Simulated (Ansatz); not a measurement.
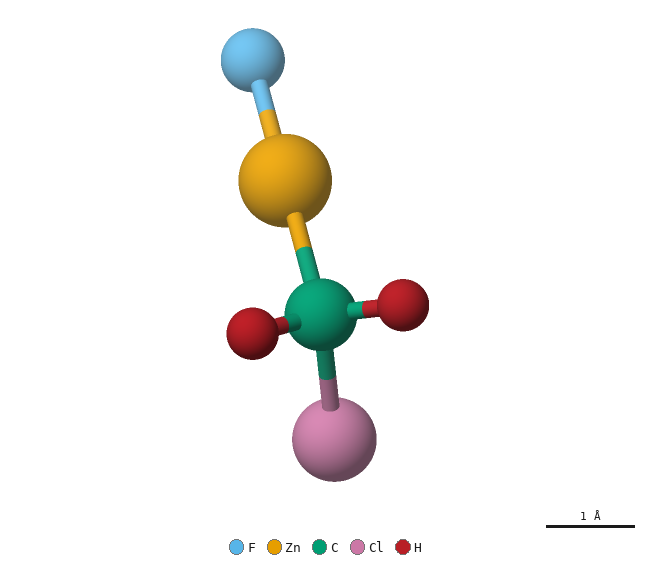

A ball-and-stick model of a molecule.

Computed geometry: PBE0-D4/def2-TZVP optimisation.

**Which formula does it have?**

CH2ClFZn, 6 atoms: 1 carbon, 2 hydrogen, 1 chlorine, 1 fluorine and 1 zinc.

**Count the bonded pairs by element.**

2 C–H, 1 F–Zn, 1 C–Zn, 1 C–Cl.

**How many sets of symmetry-equivalent atoms are there?**

5: 1 F, 1 Zn, 1 C, 1 Cl, 2 H.

**Which point group does it belong to?**

Cs.

**Name some functional groups or characteristic bonds that it holds.**

Among them: C–Cl bond.

More results for the same structure follow; atom numbers are the same in all pictures, views and colours differ.

**Electronic properties**

Properties computed with RKS ωB97M-V/def2-TZVPP (Ansatz 0.2.0).

Predict the main results.

- dipole moment: 2.55 D
- HOMO energy (Kohn–Sham orbital): −10.16 eV
- LUMO energy (Kohn–Sham orbital): 0.53 eV
- HOMO–LUMO gap: 10.69 eV

**Vibrations**

Harmonic vibrations computed with RKS PBE0-D4/def2-TZVP (Ansatz 0.2.0) at a stationary point of the same level.

**List the wavenumbers.**

12 modes: 86, 146, 195, 535, 662, 681, 749, 1119, 1157, 1429, 3100, 3164 cm⁻¹.

**Charges**

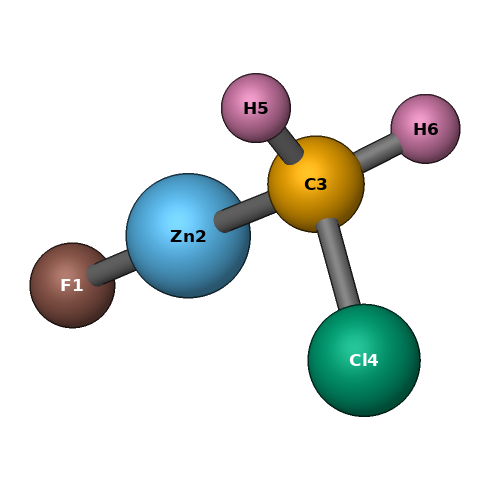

The questions are on Mulliken charges. Level of theory: RKS r2SCAN-D4/def2-TZVPP (Ansatz 0.2.0).

List the Mulliken charges.

```csv
atom,value (e)
F1,−0.47
Zn2,0.56
C3,−0.14
Cl4,−0.17
H5,0.11
H6,0.11
```

Mulliken values depend strongly on the basis set and can even reverse the polarity of a bond.
